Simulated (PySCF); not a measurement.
# C6H9Cl: circular dichroism and optical rotation, excited states, first hyperpolarisability

Aim: compute the circular dichroism and optical rotation, excited states, first hyperpolarisability of C6H9Cl (`CC(C)=C=C(C)Cl`).

Computed with PySCF 2.14.0 and routines of our own; the level stands in each step. Atoms count from 0.

### Step 1. The starting structure

16 atoms, charge 0, multiplicity 1; geometry from: GFN2-xTB.

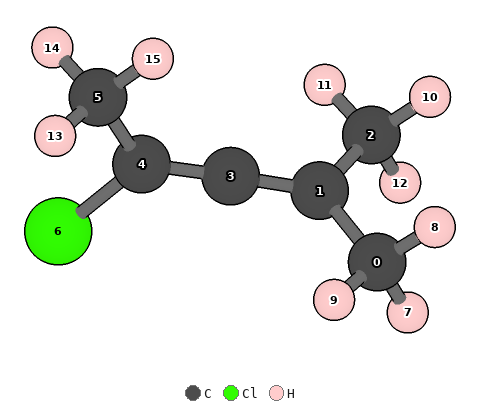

The starting geometry (carbon dark grey, chlorine green, hydrogen pink).

### Step 2. Relaxing the molecule at PBE0-D3(BJ)/def2-SVP

The job: settings as JSON, then the geometry in Å.

```
{"job": {"xc": "PBE0", "basis": "def2-SVP", "d3": "d3bj", "grid": 2, "kind": "geom"}, "charge": 0, "multiplicity": 1}
C     -1.666874     0.446589    -1.266448
C     -0.937322     0.081523    -0.005689
C     -1.695784     0.286261     1.274413
C      0.289256    -0.357071    -0.019399
C      1.493559    -0.832659    -0.038442
C      2.769455    -0.061011     0.024630
Cl     1.728737    -2.579270    -0.143843
H     -2.587467    -0.130987    -1.338745
H     -1.933017     1.502926    -1.248457
H     -1.055330     0.250758    -2.142698
H     -1.988048     1.331318     1.373168
H     -1.093077     0.004283     2.132933
H     -2.602753    -0.317110     1.266370
H      3.372948    -0.262381    -0.859079
H      3.342690    -0.357557     0.901772
H      2.555428     1.003333     0.078103
```

Run with:

```
> OMP_NUM_THREADS=1 python excited_run.py task.json out
```

One launch serves the whole session: the jobs run in the order shown.

Standard output:

```text
step   0  E = -693.46632785  max force = 0.015542
step   1  E = -693.46785723  max force = 0.001463
step   2  E = -693.46787233  max force = 0.000475
step   3  E = -693.46787442  max force = 0.000251
optimisation converged
```

It took 36 s on 1 thread of Arm Neoverse V2, shared host; peak memory 0.72 GiB.

The steps of the relaxation:

```tsv
step	energy from step 0 (eV)	largest force component (eV/Å)
0	0.0000	0.7992
1	-0.0416	0.0752
2	-0.0420	0.0244
3	-0.0421	0.0129
```

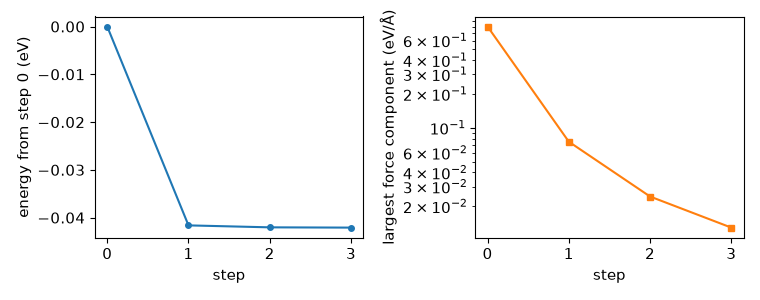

Energy and largest force along the relaxation.

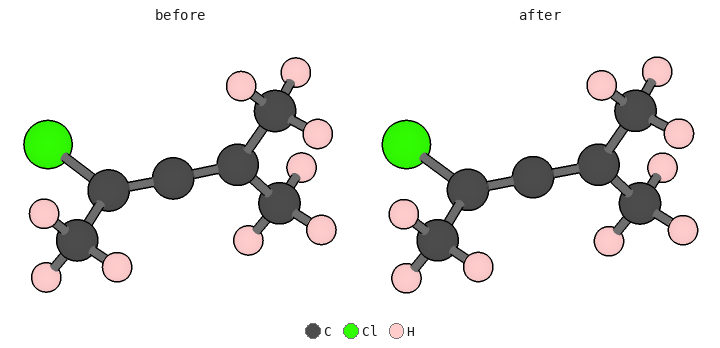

The geometry before (left) and after (right).

Close pairs (by a distance rule), those that changed most:

```tsv
bond	before (Å)	after (Å)	change (Å)
C3–C4	1.295	1.309	+0.014
C0–H7	1.089	1.103	+0.014
C2–H12	1.089	1.103	+0.013
C0–H8	1.089	1.103	+0.013
C2–H10	1.090	1.103	+0.013
C1–C3	1.303	1.315	+0.013
C5–H13	1.089	1.101	+0.012
C5–H14	1.089	1.101	+0.012
```

The end geometry stands in the next job.

```tsv
at the end point	value
point group (found at 0.08 Å tolerance)	Cs
rotational constants (GHz, main isotopes)	3.479, 1.059, 0.996
dipole moment (D)	2.21
```

### Step 3. Circular dichroism and optical rotation: TDDFT CAM-B3LYP/aug-cc-pVDZ

The job: settings as JSON, then the geometry in Å.

```
{"job": {"kind": "ecd", "xc": "CAM-B3LYP", "basis": "aug-cc-pVDZ", "nstates": 12}, "charge": 0, "multiplicity": 1}
C     -1.897344     0.563826    -1.152341
C     -1.173607     0.202870     0.116064
C     -1.922331     0.408636     1.404496
C      0.052399    -0.273183     0.099466
C      1.275323    -0.738538     0.084740
C      2.540016     0.055548     0.145591
Cl     1.537763    -2.478261    -0.015454
H     -2.830257    -0.017737    -1.238172
H     -2.184164     1.628668    -1.142648
H     -1.284433     0.373762    -2.042633
H     -2.225033     1.463758     1.510405
H     -1.320880     0.126460     2.278031
H     -2.847555    -0.191333     1.407606
H      3.157164    -0.134576    -0.746461
H      3.134750    -0.234841     1.025830
H      2.315922     1.129063     0.203566
```

With the program's defaults for keys left out, this is: TDDFT CAM-B3LYP/aug-cc-pVDZ circular dichroism and optical rotation, one conformer, gas phase.

Standard output:

```text
coarse grid: 13720 points
cycle   1  E = -694.0400614822  dE =  9.050e-01  |g| = 3.536e-01  |ddm| = 2.006e+01
cycle   2  E = -694.0495427415  dE = -9.481e-03  |g| = 3.518e-01  |ddm| = 2.532e+00
cycle   3  E = -694.0773966145  dE = -2.785e-02  |g| = 6.461e-02  |ddm| = 1.066e+00
cycle   4  E = -694.0783282683  dE = -9.317e-04  |g| = 3.138e-02  |ddm| = 2.950e-01
cycle   5  E = -694.0785850628  dE = -2.568e-04  |g| = 7.265e-03  |ddm| = 1.070e-01
cycle   6  E = -694.0785974966  dE = -1.243e-05  |g| = 1.903e-03  |ddm| = 2.456e-02
cycle   7  E = -694.0785986392  dE = -1.143e-06  |g| = 9.440e-04  |ddm| = 7.925e-03
final grid: 127344 points
cycle   8  E = -694.1031343964  dE = -1.688e-05  |g| = 3.678e-03  |ddm| = 4.072e-01
cycle   9  E = -694.1031347581  dE = -3.616e-07  |g| = 3.526e-03  |ddm| = 4.065e-02
cycle  10  E = -694.1031379079  dE = -3.150e-06  |g| = 3.843e-04  |ddm| = 1.007e-02
cycle  11  E = -694.1031379398  dE = -3.192e-08  |g| = 1.385e-04  |ddm| = 1.991e-03
cycle  12  E = -694.1031379446  dE = -4.836e-09  |g| = 3.457e-05  |ddm| = 8.492e-04
cycle  13  E = -694.1031379449  dE = -3.126e-10  |g| = 9.875e-06  |ddm| = 1.330e-04
converged SCF energy = -694.1031379449

Singlet excitations and rotatory strengths (1e-40 esu^2 cm^2)
state   eV       nm     f(len)   f(vel)    R(len)    R(vel)   main configurations
  1   5.0554   245.3  0.00001  0.00001    -0.064    -0.062   H->L+2 0.39, H->L+1 0.25, H->L+4 0.25
  2   5.9946   206.8  0.00007  0.00005    -0.171    -0.172   H-1->L+8 0.44, H-1->L+3 0.28, H-1->L+11 0.23
  3   6.0952   203.4  0.00057  0.00051    -0.032    -0.033   H->L 0.73, H->L+2 0.11
  4   6.3131   196.4  0.01099  0.01081     0.174     0.172   H-1->L 0.83
  5   6.4590   192.0  0.01625  0.01579     0.132     0.129   H->L+3 0.29, H-1->L+2 0.22, H-1->L+1 0.19
  6   6.7623   183.3  0.81633  0.79670     0.153     0.148   H->L+3 0.46, H-1->L+1 0.19, H-1->L+2 0.19
  7   6.8155   181.9  0.01669  0.01738    -0.383    -0.369   H->L+1 0.57, H->L+2 0.21, H->L 0.09
  8   6.9697   177.9  0.00408  0.00395     0.054     0.061   H->L+4 0.53, H->L+2 0.14
  9   7.1178   174.2  0.02656  0.02671     0.061     0.057   H-1->L+1 0.50, H-1->L+2 0.26
 10   7.2277   171.5  0.05050  0.04836    -0.140    -0.141   H-2->L+2 0.23, H-1->L+2 0.17, H-2->L+4 0.16
 11   7.2999   169.8  0.00004  0.00005    -0.071    -0.071   H-1->L+3 0.64, H-1->L+8 0.25
 12   7.3237   169.3  0.01306  0.01301    -0.033    -0.034   H-1->L+4 0.40, H-2->L+2 0.14, H->L+8 0.10

Specific rotation (deg / (dm g/mL))
    nm     length   length(OI)   velocity    alpha(len)  alpha(vel)
  633.0       0.61       0.60       0.59       99.940     98.591
  589.3       0.70       0.69       0.67      100.492     99.133
  546.0       0.80       0.79       0.77      101.190     99.818
  436.0       1.14       1.12       1.10      104.178    102.751
  405.0       1.22       1.20       1.18      105.593    104.140
  365.0       1.19       1.17       1.15      108.145    106.644
  355.0       1.12       1.10       1.09      108.967    107.451
```

Wall time 2 min (1 thread of Arm Neoverse V2, shared host); peak memory 1.1 GiB.

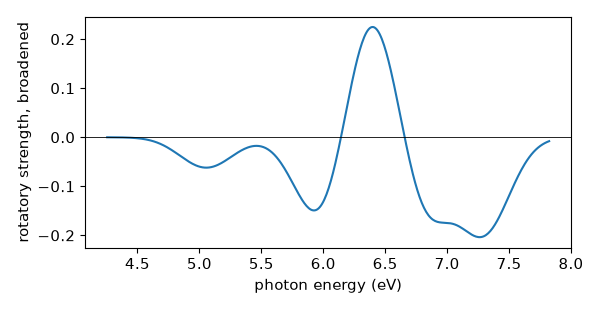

Circular dichroism: velocity-form rotatory strengths under Gaussians of 0.3 eV half-width at 1/e.

### Step 4. Excited states: TDA CAM-B3LYP/def2-TZVP

Settings changed since step 3:

```diff
@@ -1,2 +1,2 @@
-{"job": {"kind": "ecd", "xc": "CAM-B3LYP", "basis": "aug-cc-pVDZ", "nstates": 12}, "charge": 0, "multiplicity": 1}
+{"job": {"kind": "states", "xc": "CAM-B3LYP", "basis": "def2-TZVP", "tda": true, "soc": true, "nstates": 6, "ntriplets": 5, "nquad": 4}, "charge": 0, "multiplicity": 1}
 C     -1.897344     0.563826    -1.152341
```

With the program's defaults for keys left out, this is: TDA CAM-B3LYP/def2-TZVP excited states, vertical, gas phase, spin-orbit mean-field couplings.

Standard output:

```text
coarse grid: 13720 points
cycle   1  E = -694.1471990345  dE =  8.494e-01  |g| = 3.788e-01  |ddm| = 3.099e+00
cycle   2  E = -694.1573974375  dE = -1.020e-02  |g| = 3.737e-01  |ddm| = 9.012e-01
cycle   3  E = -694.1865214116  dE = -2.912e-02  |g| = 7.077e-02  |ddm| = 4.028e-01
cycle   4  E = -694.1875284000  dE = -1.007e-03  |g| = 3.780e-02  |ddm| = 1.241e-01
cycle   5  E = -694.1878685412  dE = -3.401e-04  |g| = 7.198e-03  |ddm| = 4.758e-02
cycle   6  E = -694.1878795528  dE = -1.101e-05  |g| = 3.224e-03  |ddm| = 1.097e-02
cycle   7  E = -694.1878822270  dE = -2.674e-06  |g| = 1.024e-03  |ddm| = 4.137e-03
final grid: 127344 points
cycle   8  E = -694.1788827088  dE = -4.258e-05  |g| = 4.712e-03  |ddm| = 8.473e-02
cycle   9  E = -694.1788830750  dE = -3.662e-07  |g| = 4.385e-03  |ddm| = 1.025e-02
cycle  10  E = -694.1788873988  dE = -4.324e-06  |g| = 5.400e-04  |ddm| = 3.561e-03
cycle  11  E = -694.1788874490  dE = -5.020e-08  |g| = 2.756e-04  |ddm| = 7.569e-04
cycle  12  E = -694.1788874665  dE = -1.747e-08  |g| = 4.263e-05  |ddm| = 3.044e-04
cycle  13  E = -694.1788874669  dE = -4.115e-10  |g| = 1.766e-05  |ddm| = 8.011e-05
converged SCF energy = -694.1788874669

Singlet excitations
state   eV       nm        f     d(h-e)  d(exc)  Lambda  PR(NTO)  |dmu|/D   mu/D   main configurations
  1   5.1147   242.4   0.00008   0.694   2.817   0.570   1.035    1.897    1.885   H->L 0.96
  2   6.0447   205.1   0.00004   0.975   2.723   0.495   1.029    2.634    4.539   H-1->L+1 0.94
  3   6.8598   180.7   0.08414   0.370   3.097   0.765   1.751    0.978    3.109   H-1->L 0.63, H->L+1 0.26
  4   7.2786   170.3   0.00573   1.104   3.750   0.304   1.013    3.256    0.965   H->L+2 0.80, H->L+3 0.11
  5   7.3506   168.7   0.06718   1.305   2.953   0.483   1.309                     H-2->L 0.77, H->L+1 0.12
  6   7.3697   168.2   0.05490   1.053   3.506   0.398   1.154                     H-1->L+2 0.89

Triplet excitations (Tamm-Dancoff)
state   eV     d(h-e)  d(exc)  Lambda  PR(NTO)   main configurations
  1   4.2104   0.110   2.427   0.771   1.340   H-1->L 0.77, H->L+1 0.12
  2   4.4966   0.156   2.373   0.768   1.334   H->L+1 0.76, H-1->L 0.13
  3   4.6868   0.616   2.774   0.569   1.029   H->L 0.96
  4   5.6641   0.994   2.686   0.493   1.024   H-1->L+1 0.94
  5   6.6063   1.030   2.625   0.434   1.033   H-2->L 0.76, H-2->L+4 0.11
S1 - T1 = 0.9044 eV

Spin-orbit couplings |<S|Hso|T>| (cm-1)
             T1       T2       T3       T4       T5
S0       15.643    8.379   96.706    8.593  234.837
S1       39.410   15.729    1.207    0.120  124.437
S2       20.347   19.701    0.110    1.115   18.662
S3        7.462    1.708   62.456   46.799   60.606
S4        0.365    1.056    0.927    0.301    7.032
S5       51.433   19.093  129.435   18.413   15.077
S6        7.987    3.204   14.185   13.101    4.689
T1 sublevels (cm-1): 0.000 0.160 0.160   radiative rates (1/s): 0.0674 114 11.3
```

Wall time 68 s (1 thread of Arm Neoverse V2, shared host); peak memory 1.2 GiB.

Key values:

```tsv
quantity	value
S1 less T1	0.90 eV
```

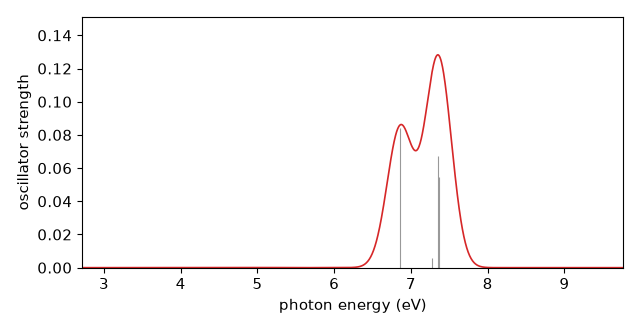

Absorption lines of the singlets. Lines are broadened to a width of 0.40 eV (Gaussian).

### Step 5. Excited states: TDDFT CAM-B3LYP/aug-cc-pVDZ

Settings changed since step 4:

```diff
@@ -1,2 +1,2 @@
-{"job": {"kind": "states", "xc": "CAM-B3LYP", "basis": "def2-TZVP", "tda": true, "soc": true, "nstates": 6, "ntriplets": 5, "nquad": 4}, "charge": 0, "multiplicity": 1}
+{"job": {"kind": "states", "xc": "CAM-B3LYP", "basis": "aug-cc-pVDZ", "tpa": true, "nstates": 8, "nquad": 6, "ntriplets": 0}, "charge": 0, "multiplicity": 1}
 C     -1.897344     0.563826    -1.152341
```

With the program's defaults for keys left out, this is: TDDFT CAM-B3LYP/aug-cc-pVDZ excited states, vertical, gas phase, two-photon moments by quadratic response.

Standard output:

```text
coarse grid: 13720 points
cycle   1  E = -694.0400614822  dE =  9.050e-01  |g| = 3.536e-01  |ddm| = 2.006e+01
cycle   2  E = -694.0495427415  dE = -9.481e-03  |g| = 3.518e-01  |ddm| = 2.532e+00
cycle   3  E = -694.0773966145  dE = -2.785e-02  |g| = 6.461e-02  |ddm| = 1.066e+00
cycle   4  E = -694.0783282683  dE = -9.317e-04  |g| = 3.138e-02  |ddm| = 2.950e-01
cycle   5  E = -694.0785850628  dE = -2.568e-04  |g| = 7.265e-03  |ddm| = 1.070e-01
cycle   6  E = -694.0785974966  dE = -1.243e-05  |g| = 1.903e-03  |ddm| = 2.456e-02
cycle   7  E = -694.0785986392  dE = -1.143e-06  |g| = 9.440e-04  |ddm| = 7.925e-03
final grid: 127344 points
cycle   8  E = -694.1031343964  dE = -1.688e-05  |g| = 3.678e-03  |ddm| = 4.072e-01
cycle   9  E = -694.1031347581  dE = -3.616e-07  |g| = 3.526e-03  |ddm| = 4.065e-02
cycle  10  E = -694.1031379079  dE = -3.150e-06  |g| = 3.843e-04  |ddm| = 1.007e-02
cycle  11  E = -694.1031379398  dE = -3.192e-08  |g| = 1.385e-04  |ddm| = 1.991e-03
cycle  12  E = -694.1031379446  dE = -4.836e-09  |g| = 3.457e-05  |ddm| = 8.492e-04
cycle  13  E = -694.1031379449  dE = -3.126e-10  |g| = 9.875e-06  |ddm| = 1.330e-04
converged SCF energy = -694.1031379449

Singlet excitations
state   eV       nm        f     d(h-e)  d(exc)  Lambda  PR(NTO)  |dmu|/D   mu/D   delta(TPA)   sigma/GM   main configurations
  1   5.0556   245.2   0.00001   0.643   2.903   0.360   1.045    1.738    2.177        0.07      0.001   H->L+2 0.39, H->L+1 0.25, H->L+4 0.25
  2   5.9946   206.8   0.00007   0.911   2.913   0.313   1.019    2.374    4.418        0.15      0.002   H-1->L+8 0.44, H-1->L+3 0.28, H-1->L+11 0.23
  3   6.0953   203.4   0.00057   0.857   4.319   0.228   1.013    3.087    2.247       76.76      1.045   H->L 0.73, H->L+2 0.11
  4   6.3132   196.4   0.01097   1.001   4.159   0.260   1.059    4.948    2.510       52.62      0.768   H-1->L 0.83
  5   6.4592   191.9   0.01623   0.240   3.735   0.411   2.087    1.175    2.948      100.64      1.538   H->L+3 0.29, H-1->L+2 0.22, H-1->L+1 0.19
  6   6.7626   183.3   0.81626   0.273   4.160   0.371   2.116    0.687    1.902       11.01      0.184   H->L+3 0.46, H-1->L+1 0.19, H-1->L+2 0.19
  7   6.8155   181.9   0.01668   1.017   5.304   0.316   1.019                                            H->L+1 0.57, H->L+2 0.21, H->L 0.09
  8   6.9698   177.9   0.00407   1.751   4.721   0.338   1.032                                            H->L+4 0.53, H->L+2 0.14
```

Wall time 75 s (1 thread of Arm Neoverse V2, shared host); peak memory 0.99 GiB.

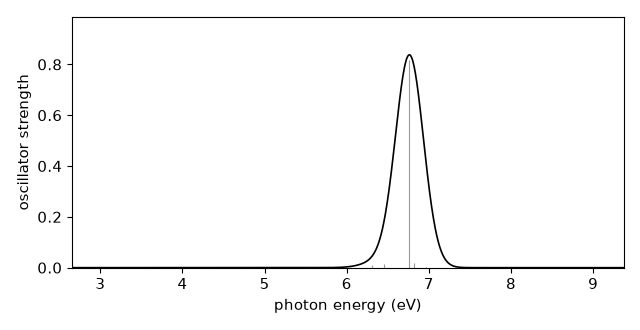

Absorption lines of the singlets. Lines are broadened to a width of 0.40 eV (Gaussian).

### Step 6. First hyperpolarisability: quadratic response CAM-B3LYP/aug-cc-pVDZ

Settings changed since step 5:

```diff
@@ -1,2 +1,2 @@
-{"job": {"kind": "states", "xc": "CAM-B3LYP", "basis": "aug-cc-pVDZ", "tpa": true, "nstates": 8, "nquad": 6, "ntriplets": 0}, "charge": 0, "multiplicity": 1}
+{"job": {"kind": "beta", "xc": "CAM-B3LYP", "basis": "aug-cc-pVDZ"}, "charge": 0, "multiplicity": 1}
 C     -1.897344     0.563826    -1.152341
```

With the program's defaults for keys left out, this is: quadratic response CAM-B3LYP/aug-cc-pVDZ first hyperpolarisability, Taylor convention, gas phase.

Standard output:

```text
coarse grid: 13720 points
cycle   1  E = -694.0400614822  dE =  9.050e-01  |g| = 3.536e-01  |ddm| = 2.006e+01
cycle   2  E = -694.0495427415  dE = -9.481e-03  |g| = 3.518e-01  |ddm| = 2.532e+00
cycle   3  E = -694.0773966145  dE = -2.785e-02  |g| = 6.461e-02  |ddm| = 1.066e+00
cycle   4  E = -694.0783282683  dE = -9.317e-04  |g| = 3.138e-02  |ddm| = 2.950e-01
cycle   5  E = -694.0785850628  dE = -2.568e-04  |g| = 7.265e-03  |ddm| = 1.070e-01
cycle   6  E = -694.0785974966  dE = -1.243e-05  |g| = 1.903e-03  |ddm| = 2.456e-02
cycle   7  E = -694.0785986392  dE = -1.143e-06  |g| = 9.440e-04  |ddm| = 7.925e-03
final grid: 127344 points
cycle   8  E = -694.1031343964  dE = -1.688e-05  |g| = 3.678e-03  |ddm| = 4.072e-01
cycle   9  E = -694.1031347581  dE = -3.616e-07  |g| = 3.526e-03  |ddm| = 4.065e-02
cycle  10  E = -694.1031379079  dE = -3.150e-06  |g| = 3.843e-04  |ddm| = 1.007e-02
cycle  11  E = -694.1031379398  dE = -3.192e-08  |g| = 1.385e-04  |ddm| = 1.991e-03
cycle  12  E = -694.1031379446  dE = -4.836e-09  |g| = 3.457e-05  |ddm| = 8.492e-04
cycle  13  E = -694.1031379449  dE = -3.126e-10  |g| = 9.875e-06  |ddm| = 1.330e-04
converged SCF energy = -694.1031379449

Lowest singlets (eV, f): 5.0556 0.0000  5.9946 0.0001  6.0953 0.0006

First hyperpolarisability (au)
process     nm      |vector|   parallel      HRS      DR
static         -       21.35     -11.94      17.43   1.941
shg       1907.0       21.40     -11.93      17.65    1.93
eope      1907.0       21.37     -11.94          -       -
shg       1064.0       21.46     -11.84      18.11   1.901
eope      1064.0       21.41     -11.92          -       -
```

It took 57 s on 1 thread of Arm Neoverse V2, shared host; peak memory 0.97 GiB.

### Step 7. Results

| quantity | value |
| --- | --- |
| point group | Cs |
| rotational constants (main isotopes) | 3.48, 1.06, 1.00 GHz |
| state of largest rotatory strength (velocity form) among 12 (step 3, TDDFT CAM-B3LYP/aug-cc-pVDZ) | 6.82 eV, R = -0.4 (velocity), -0.4 (length) ·10⁻⁴⁰ esu² cm² |
| specific rotation at 633.0 nm (step 3, TDDFT CAM-B3LYP/aug-cc-pVDZ) | 0.6 (velocity), 0.6 (length) |
| S1 less T1 (step 4, TDA CAM-B3LYP/def2-TZVP) | 0.90 eV |
| β vector (step 6, quadratic response CAM-B3LYP/aug-cc-pVDZ) | static 21, SHG 1907.0 nm 21, SHG 1064.0 nm 21 au |

**Reading.** Relaxing lowered the energy by 0.042 eV in 3 steps; the close pair that moved most is C3–C4, from 1.295 to 1.309 Å. No frequency check was run at this level, so the end point may be a saddle. The geometry is achiral, so these rotations and rotatory strengths are numerical residue. In step 4, the number of triplets below S1 is 3, and the largest singlet-triplet spin-orbit coupling is S0–T5, 234.84 cm⁻¹.
